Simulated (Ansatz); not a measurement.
## Geometry relaxation of CH$_{5}$FOSi

The run: geometry relaxation of CH$_{5}$FOSi, SMILES CO[SiH2]F. Method and program: PBE/def2-SVP, RKS (Ansatz 0.2.0).

The geometry comes from this level: PBE0-D4/def2-TZVP. Figures and captions count atoms from 1; the log counts them from 0 in places.

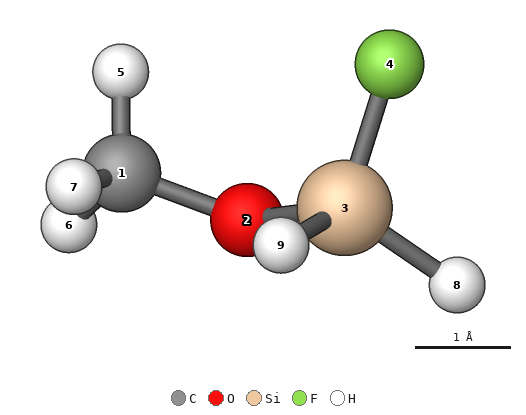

Fig. 1: The starting structure (ball-and-stick view, seen at a tilt; atoms are numbered from 1 in the order of the input).

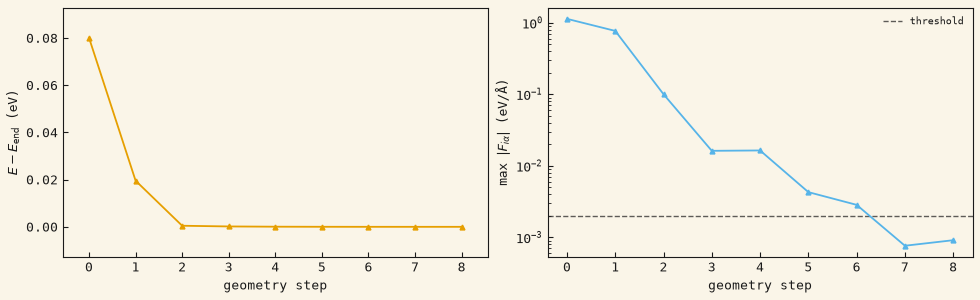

Fig. 2: Progress of the relaxation, step by step (the first geometry is step 0 here and step 1 in the log).

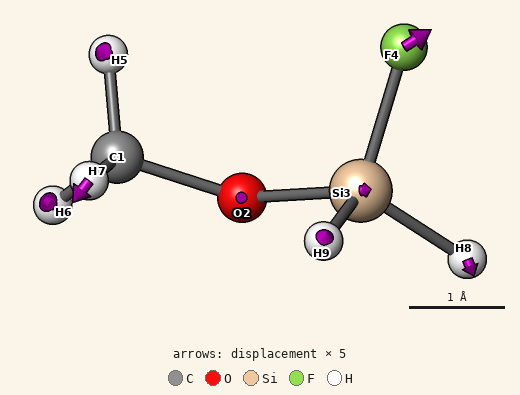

Fig. 3: The starting structure with the displacements as pink arrows, magnified 5 times (ball-and-stick view, seen at a tilt). The two geometries are laid on each other by the best rigid fit. After 8 geometry steps the energy has fallen by 0.080 eV. Largest force component: 1.1 eV/Å at the start, 0.00091 eV/Å at the end. The largest move after the best rigid fit is that of F4, 0.072 Å. By element the largest moves are F 0.072 Å, H 0.061 Å, Si 0.026 Å, O 0.017 Å, C 0.016 Å. Among the contacts that change: Si3–F4 1.598 → 1.638 Å, O2–Si3 1.623 → 1.661 Å, C1–H5 1.094 → 1.112 Å, C1–H7 1.096 → 1.115 Å. (Atoms are counted from 1 in the order of the input.)

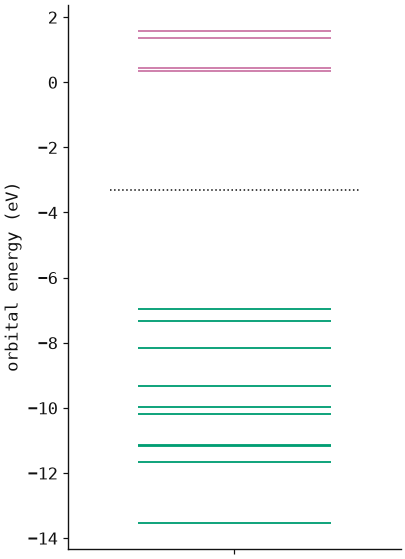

Fig. 4: Orbital energies near the frontier; the dotted line parts filled from empty levels, and levels within 0.02 eV of each other stand side by side. Highest filled −6.96 eV, lowest empty 0.36 eV, 7.32 eV apart.

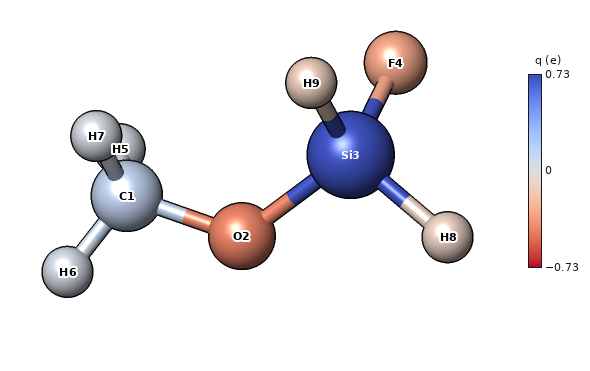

Fig. 5: Mulliken charges, as the colour of each atom (ball-and-stick view, seen at a tilt; atoms are numbered from 1 in the order of the input; Mulliken charges depend strongly on the basis). By element: C +0.13, O −0.43, Si +0.70, F −0.31 and H −0.11 to +0.04 e.

The input and output of the run follow.

**The input**
```yaml
crystal:
  periodic: [false, false, false]
  atoms:
    - {symbol: C, position_ang: [-0.280200, 1.150700, -0.688400]}
    - {symbol: O, position_ang: [-0.743600, -0.064200, -0.138000]}
    - {symbol: Si, position_ang: [0.168900, -1.127700, 0.679900]}
    - {symbol: F, position_ang: [1.202000, -1.865200, -0.290100]}
    - {symbol: H, position_ang: [0.189600, 0.979000, -1.660800]}
    - {symbol: H, position_ang: [-1.135900, 1.813600, -0.823000]}
    - {symbol: H, position_ang: [0.443400, 1.643500, -0.029000]}
    - {symbol: H, position_ang: [-0.748200, -2.141700, 1.231900]}
    - {symbol: H, position_ang: [0.992400, -0.434200, 1.700300]}
basis:
  gaussian:
    orbitals: def2-SVP
output: {orbitals: {seedname: orbitals}}
relax:
  f_tol: 0.002
hamiltonian:
  xc: pbe
```

Command:
```bash
ansatz run input.yaml --threads 1 --pin off --max-ram 3480MiB --events-out events.jsonl --progress --plain --runs-dir runs
```

**Output**
```
The last accepted step is kept in runs//last_step.txt (removed where the run ends without a failure and the disk answers)
Functional definition: PBE
  name "PBE"
  parameter kappa = 0.804
  parameter beta = 0.06672455060314922
  exchange = pbe_x(kappa = kappa, mu = beta*pi^2/3)
  correlation = pbe_c(beta = beta)
935 factors; their error is unknown
mean field evaluation 1: about -13738.1322 eV, gradient 5.7e1 eV
mean field evaluation 2: about -13718.9688 eV, gradient 1.1e2 eV
mean field evaluation 4: about -13744.5232 eV, gradient 7.9e0 eV
mean field evaluation 8: about -13744.5778 eV, gradient 1.5e-1 eV
mean field -13744.57789403 eV, -505.1039211961 hartree, gradient 2.6e-5 eV, S^2 0.000000; 0 other end points of the search recorded, 0 dependent functions left out
the calculation of the forces begins
reference -13744.57792634 eV, -505.1039223834 hartree; 21, 21 occupied and 64, 64 virtual orbitals, 935 factors
relax step   1: F+E_penalty+E_count = -13744.57789403 eV  Δ(F+E_penalty+E_count) = +0.000e0 eV  max|allowed force component| = 1.135e0 eV/Å  Δτ_max = 0.0000 Å  (24 SCF iters, accepted)
these checks for a lower state are left out or cut short: starts, cluster_reference, orbital_swaps, neighbouring_geometries, increment
935 factors; their error is unknown
mean field evaluation 16: about -13744.6863 eV, gradient 1.8e0 eV
mean field -13744.63846047 eV, -505.1061469717 hartree, gradient 1.4e-5 eV, S^2 0.000000; 0 other end points of the search recorded, 0 dependent functions left out
the calculation of the forces begins
reference -13744.63849275 eV, -505.1061481579 hartree; 21, 21 occupied and 64, 64 virtual orbitals, 935 factors
relax step   2: F+E_penalty+E_count = -13744.63846047 eV  Δ(F+E_penalty+E_count) = -6.057e-2 eV  max|allowed force component| = 7.698e-1 eV/Å  Δτ_max = 0.0306 Å  (30 SCF iters, accepted)
these checks for a lower state are left out or cut short: starts, cluster_reference, orbital_swaps, neighbouring_geometries, increment
935 factors; their error is unknown
mean field -13744.65755595 eV, -505.1068487177 hartree, gradient 1.4e-5 eV, S^2 0.000000; 0 other end points of the search recorded, 0 dependent functions left out
the calculation of the forces begins
reference -13744.65758811 eV, -505.1068498996 hartree; 21, 21 occupied and 64, 64 virtual orbitals, 935 factors
relax step   3: F+E_penalty+E_count = -13744.65755595 eV  Δ(F+E_penalty+E_count) = -1.910e-2 eV  max|allowed force component| = 1.003e-1 eV/Å  Δτ_max = 0.0344 Å  (29 SCF iters, accepted)
these checks for a lower state are left out or cut short: starts, cluster_reference, orbital_swaps, neighbouring_geometries, increment
935 factors; their error is unknown
mean field evaluation 32: about -13744.6578 eV, gradient 1.3e-1 eV
mean field -13744.65785553 eV, -505.1068597271 hartree, gradient 1.4e-5 eV, S^2 0.000000; 0 other end points of the search recorded, 0 dependent functions left out
the calculation of the forces begins
reference -13744.65788766 eV, -505.1068609079 hartree; 21, 21 occupied and 64, 64 virtual orbitals, 935 factors
relax step   4: F+E_penalty+E_count = -13744.65785553 eV  Δ(F+E_penalty+E_count) = -2.996e-4 eV  max|allowed force component| = 1.623e-2 eV/Å  Δτ_max = 0.0061 Å  (29 SCF iters, accepted)
these checks for a lower state are left out or cut short: starts, cluster_reference, orbital_swaps, neighbouring_geometries, increment
935 factors; their error is unknown
mean field -13744.65795850 eV, -505.1068635112 hartree, gradient 1.4e-5 eV, S^2 0.000000; 0 other end points of the search recorded, 0 dependent functions left out
the calculation of the forces begins
reference -13744.65799061 eV, -505.1068646912 hartree; 21, 21 occupied and 64, 64 virtual orbitals, 935 factors
relax step   5: F+E_penalty+E_count = -13744.65795850 eV  Δ(F+E_penalty+E_count) = -1.030e-4 eV  max|allowed force component| = 1.642e-2 eV/Å  Δτ_max = 0.0147 Å  (28 SCF iters, accepted)
these checks for a lower state are left out or cut short: starts, cluster_reference, orbital_swaps, neighbouring_geometries, increment
935 factors; their error is unknown
mean field -13744.65799756 eV, -505.1068649467 hartree, gradient 1.6e-5 eV, S^2 0.000000; 0 other end points of the search recorded, 0 dependent functions left out
the calculation of the forces begins
reference -13744.65802967 eV, -505.1068661267 hartree; 21, 21 occupied and 64, 64 virtual orbitals, 935 factors
relax step   6: F+E_penalty+E_count = -13744.65799756 eV  Δ(F+E_penalty+E_count) = -3.906e-5 eV  max|allowed force component| = 4.296e-3 eV/Å  Δτ_max = 0.0043 Å  (21 SCF iters, accepted)
these checks for a lower state are left out or cut short: starts, cluster_reference, orbital_swaps, neighbouring_geometries, increment
935 factors; their error is unknown
mean field -13744.65801243 eV, -505.1068654931 hartree, gradient 1.4e-5 eV, S^2 0.000000; 0 other end points of the search recorded, 0 dependent functions left out
the calculation of the forces begins
reference -13744.65804456 eV, -505.1068666736 hartree; 21, 21 occupied and 64, 64 virtual orbitals, 935 factors
relax step   7: F+E_penalty+E_count = -13744.65801243 eV  Δ(F+E_penalty+E_count) = -1.487e-5 eV  max|allowed force component| = 2.852e-3 eV/Å  Δτ_max = 0.0082 Å  (30 SCF iters, accepted)
these checks for a lower state are left out or cut short: starts, cluster_reference, orbital_swaps, neighbouring_geometries, increment
935 factors; their error is unknown
mean field -13744.65801623 eV, -505.1068656327 hartree, gradient 8.1e-6 eV, S^2 0.000000; 0 other end points of the search recorded, 0 dependent functions left out
the calculation of the forces begins
reference -13744.65804836 eV, -505.1068668132 hartree; 21, 21 occupied and 64, 64 virtual orbitals, 935 factors
relax step   8: F+E_penalty+E_count = -13744.65801623 eV  Δ(F+E_penalty+E_count) = -3.799e-6 eV  max|allowed force component| = 7.646e-4 eV/Å  Δτ_max = 0.0014 Å  (22 SCF iters, accepted)
these checks for a lower state are left out or cut short: starts, cluster_reference, orbital_swaps, neighbouring_geometries, increment
935 factors; their error is unknown
mean field evaluation 64: about -13744.6580 eV, gradient 8.6e-2 eV
mean field -13744.65801679 eV, -505.1068656533 hartree, gradient 2.7e-5 eV, S^2 0.000000; 0 other end points of the search recorded, 0 dependent functions left out
the calculation of the forces begins
reference -13744.65804892 eV, -505.1068668339 hartree; 21, 21 occupied and 64, 64 virtual orbitals, 935 factors
relax step   9: F+E_penalty+E_count = -13744.65801679 eV  Δ(F+E_penalty+E_count) = -5.612e-7 eV  max|allowed force component| = 9.138e-4 eV/Å  Δτ_max = 0.0022 Å  (21 SCF iters, accepted)
935 factors; their error is unknown
mean field -13744.65801679 eV, -505.1068656533 hartree, gradient 2.6e-5 eV, S^2 0.000000; 1 other end points of the search recorded, 0 dependent functions left out
the calculation of the forces begins
reference -13744.65804892 eV, -505.1068668339 hartree; 21, 21 occupied and 64, 64 virtual orbitals, 935 factors
Total energy: -13744.65804892 eV, -505.1068668339 hartree
Atom 0 at    -0.290659     1.162544    -0.688861 Å, force     0.000770    -0.000233     0.000914 eV/Å
Atom 1 at    -0.756958    -0.062271    -0.148054 Å, force    -0.000629     0.000278    -0.000407 eV/Å
Atom 2 at     0.179483    -1.149234     0.689141 Å, force     0.000516     0.000355     0.000136 eV/Å
Atom 3 at     1.213105    -1.932904    -0.311507 Å, force    -0.000032    -0.000229    -0.000146 eV/Å
Atom 4 at     0.226771     1.006304    -1.661083 Å, force     0.000080    -0.000216    -0.000136 eV/Å
Atom 5 at    -1.161087     1.827233    -0.864014 Å, force    -0.000487    -0.000075     0.000011 eV/Å
Atom 6 at     0.412662     1.688631    -0.002256 Å, force    -0.000060     0.000071    -0.000305 eV/Å
Atom 7 at    -0.766197    -2.147420     1.267128 Å, force    -0.000241    -0.000116    -0.000224 eV/Å
Atom 8 at     1.031278    -0.439082     1.702307 Å, force     0.000084     0.000165     0.000157 eV/Å
Dipole moment:    -0.008352     0.315213     0.079952 e Å
```

**Trajectory as extended XYZ (Å, eV, eV/Å), 9 frames, from step=1 to step=9**
```
9
Properties=species:S:1:pos:R:3:forces:R:3 step=1 energy=-13744.57789
C    -0.2802    1.1507   -0.6884   -0.1769  -0.3854   0.1877
O    -0.7436   -0.0642   -0.1380   -0.7936   0.5496  -0.4913
Si    0.1689   -1.1277    0.6799   -0.1784  -0.1669   1.1351
F     1.2020   -1.8652   -0.2901    0.9659  -0.6980  -0.9060
H     0.1896    0.9790   -1.6608    0.2704  -0.0199  -0.5475
H    -1.1359    1.8136   -0.8230   -0.4333   0.4255  -0.1134
H     0.4434    1.6435   -0.0290    0.4034   0.3246   0.3155
H    -0.7482   -2.1417    1.2319   -0.2422  -0.2114   0.1472
H     0.9924   -0.4342    1.7003    0.1845   0.1819   0.2728
9
Properties=species:S:1:pos:R:3:forces:R:3 step=2 energy=-13744.63846
C    -0.2858    1.1578   -0.6921   -0.0531  -0.1599   0.0780
O    -0.7453   -0.0649   -0.1414   -0.4200   0.4147  -0.3355
Si    0.1744   -1.1409    0.6842   -0.0970  -0.0821   0.7698
F     1.2148   -1.8924   -0.2956    0.5221  -0.3851  -0.4918
H     0.1934    0.9943   -1.6760    0.0800   0.0004  -0.1585
H    -1.1501    1.8294   -0.8332   -0.1294   0.1115  -0.0284
H     0.4435    1.6649   -0.0281    0.1153   0.0998   0.0895
H    -0.7591   -2.1540    1.2469   -0.0673  -0.0426   0.0207
H     1.0026   -0.4404    1.7181    0.0494   0.0435   0.0561
9
Properties=species:S:1:pos:R:3:forces:R:3 step=3 energy=-13744.65756
C    -0.2901    1.1642   -0.6941    0.0056  -0.0369   0.0256
O    -0.7481   -0.0619   -0.1476   -0.0482   0.0639  -0.0541
Si    0.1802   -1.1496    0.6922   -0.0071  -0.0067   0.1003
F     1.2255   -1.9249   -0.2991    0.0486  -0.0307  -0.0423
H     0.2000    1.0088   -1.6803    0.0036   0.0005  -0.0012
H    -1.1610    1.8344   -0.8429   -0.0057   0.0004   0.0002
H     0.4343    1.6824   -0.0238    0.0006   0.0030  -0.0003
H    -0.7692   -2.1545    1.2548    0.0051   0.0130  -0.0081
H     1.0167   -0.4451    1.7236   -0.0025  -0.0065  -0.0200
9
Properties=species:S:1:pos:R:3:forces:R:3 step=4 energy=-13744.65786
C    -0.2903    1.1638   -0.6931    0.0045  -0.0149   0.0098
O    -0.7499   -0.0622   -0.1495   -0.0162   0.0065  -0.0095
Si    0.1800   -1.1498    0.6927    0.0090   0.0006   0.0027
F     1.2258   -1.9280   -0.2997   -0.0008   0.0007   0.0004
H     0.2037    1.0095   -1.6777    0.0016   0.0028   0.0014
H    -1.1616    1.8334   -0.8447    0.0022   0.0004  -0.0009
H     0.4312    1.6826   -0.0201   -0.0010   0.0010  -0.0003
H    -0.7703   -2.1522    1.2561    0.0015   0.0030   0.0006
H     1.0198   -0.4434    1.7187   -0.0008  -0.0001  -0.0041
9
Properties=species:S:1:pos:R:3:forces:R:3 step=5 energy=-13744.65796
C    -0.2909    1.1616   -0.6904    0.0098   0.0082   0.0080
O    -0.7570   -0.0635   -0.1502    0.0034   0.0033  -0.0164
Si    0.1795   -1.1486    0.6892   -0.0044  -0.0122   0.0143
F     1.2206   -1.9309   -0.3047   -0.0036   0.0057  -0.0063
H     0.2154    1.0085   -1.6688    0.0020  -0.0088  -0.0002
H    -1.1589    1.8323   -0.8535   -0.0101  -0.0022   0.0028
H     0.4222    1.6809   -0.0087    0.0003   0.0019  -0.0021
H    -0.7667   -2.1490    1.2626   -0.0011  -0.0013  -0.0002
H     1.0242   -0.4375    1.7072    0.0037   0.0054   0.0001
9
Properties=species:S:1:pos:R:3:forces:R:3 step=6 energy=-13744.65800
C    -0.2903    1.1617   -0.6894   -0.0015   0.0033  -0.0043
O    -0.7570   -0.0639   -0.1509    0.0013  -0.0024  -0.0012
Si    0.1789   -1.1490    0.6894    0.0010   0.0037   0.0031
F     1.2185   -1.9311   -0.3062   -0.0014  -0.0014  -0.0037
H     0.2186    1.0076   -1.6665   -0.0002   0.0009   0.0016
H    -1.1596    1.8305   -0.8547    0.0016  -0.0006  -0.0003
H     0.4206    1.6822   -0.0064   -0.0013  -0.0016   0.0005
H    -0.7672   -2.1490    1.2637    0.0021   0.0009   0.0014
H     1.0258   -0.4351    1.7040   -0.0015  -0.0029   0.0029
9
Properties=species:S:1:pos:R:3:forces:R:3 step=7 energy=-13744.65801
C    -0.2907    1.1627   -0.6892    0.0029  -0.0004   0.0008
O    -0.7562   -0.0622   -0.1481   -0.0021  -0.0022  -0.0014
Si    0.1796   -1.1493    0.6894    0.0016   0.0021   0.0025
F     1.2150   -1.9327   -0.3097   -0.0008   0.0006  -0.0017
H     0.2237    1.0065   -1.6630    0.0012   0.0012  -0.0004
H    -1.1612    1.8279   -0.8615    0.0001   0.0013   0.0005
H     0.4152    1.6879   -0.0043   -0.0024  -0.0008  -0.0018
H    -0.7669   -2.1478    1.2654   -0.0005  -0.0012   0.0012
H     1.0299   -0.4392    1.7039    0.0001  -0.0005   0.0004
9
Properties=species:S:1:pos:R:3:forces:R:3 step=8 energy=-13744.65802
C    -0.2906    1.1625   -0.6891    0.0007   0.0002   0.0003
O    -0.7567   -0.0625   -0.1486   -0.0001  -0.0003   0.0002
Si    0.1795   -1.1492    0.6893   -0.0001  -0.0002   0.0003
F     1.2141   -1.9326   -0.3105    0.0000   0.0003  -0.0001
H     0.2250    1.0066   -1.6623    0.0005   0.0000  -0.0003
H    -1.1610    1.8278   -0.8622   -0.0003   0.0005   0.0001
H     0.4143    1.6876   -0.0033   -0.0008  -0.0003  -0.0004
H    -0.7664   -2.1477    1.2663    0.0001   0.0000   0.0003
H     1.0302   -0.4387    1.7032   -0.0001  -0.0002  -0.0004
9
Properties=species:S:1:pos:R:3:forces:R:3 step=9 energy=-13744.65802
C    -0.2907    1.1625   -0.6889    0.0008  -0.0002   0.0009
O    -0.7570   -0.0623   -0.1481   -0.0006   0.0003  -0.0004
Si    0.1795   -1.1492    0.6891    0.0005   0.0004   0.0001
F     1.2131   -1.9329   -0.3115    0.0000  -0.0002  -0.0001
H     0.2268    1.0063   -1.6611    0.0001  -0.0002  -0.0001
H    -1.1611    1.8272   -0.8640   -0.0005  -0.0001   0.0000
H     0.4127    1.6886   -0.0023   -0.0001   0.0001  -0.0003
H    -0.7662   -2.1474    1.2671   -0.0002  -0.0001  -0.0002
H     1.0313   -0.4391    1.7023    0.0001   0.0002   0.0002
```

**Results in brief**

```csv
quantity,value
outcome,converged
total energy,−505.106867 hartree
basis functions,85
largest force,0.001 eV/Å
SCF solution under orbital rotations,stable
HOMO,−6.96 eV
LUMO,0.36 eV
dipole moment,1.56 D
hardware,"1 thread of Arm Neoverse V2, 24 GiB of memory available, shared host"
wall time,26 s
peak memory,0.14 GiB
```
